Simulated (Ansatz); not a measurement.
Species, as SMILES: F[CH]F, doublet.
Atoms: C1, F2, F3, H4. Bonds: C1-F2, C1-F3, C1-H4.

Basis-set convergence of the optimised C1-H4 bond length at HF with Ansatz (a program for electronic structure). Cartesian d functions, on some or all atoms, in 6-31G*, 6-31G**; all else is spherical. The program fits the integrals of some runs and decomposes those of others, by size. Open shells are unrestricted. No added dispersion term, no relativity. Reference: the value in def2-QZVPPD, 1.0755 Å, itself unsure by roughly 0.0002 Å (its mean distance from pcseg-3, def2-QZVPP, cc-pVQZ). Deviations are taken from unrounded values.

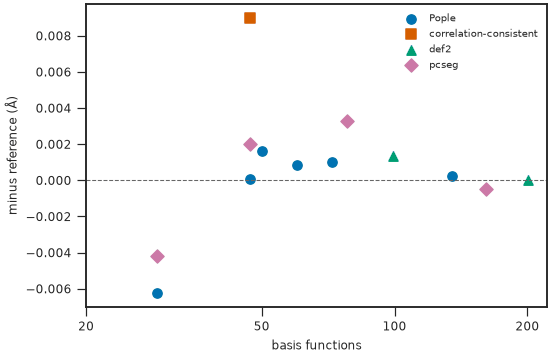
Figure: Deviation from the reference against the number of basis functions, by family of sets.

| basis | functions | optimised C1-H4 bond length (Å) | minus reference (Å) |
|---|---|---|---|
| 3-21G | 29 | 1.0693 | -0.0062 |
| pcseg-0 | 29 | 1.0713 | -0.0042 |
| 6-31G* | 47 | 1.0756 | 0.0001 |
| cc-pVDZ | 47 | 1.0845 | 0.0090 |
| pcseg-1 | 47 | 1.0775 | 0.0020 |
| 6-31G** | 50 | 1.0771 | 0.0016 |
| 6-311G** | 60 | 1.0764 | 0.0009 |
| 6-311+G** | 72 | 1.0765 | 0.0010 |
| aug-pcseg-1 | 78 | 1.0788 | 0.0033 |
| def2-TZVP | 99 | 1.0768 | 0.0014 |
| 6-311++G(3df,3pd) | 135 | 1.0757 | 0.0002 |
| aug-pcseg-2 | 161 | 1.0750 | -0.0005 |
| def2-QZVPP | 201 | 1.0755 | 0.0000 |
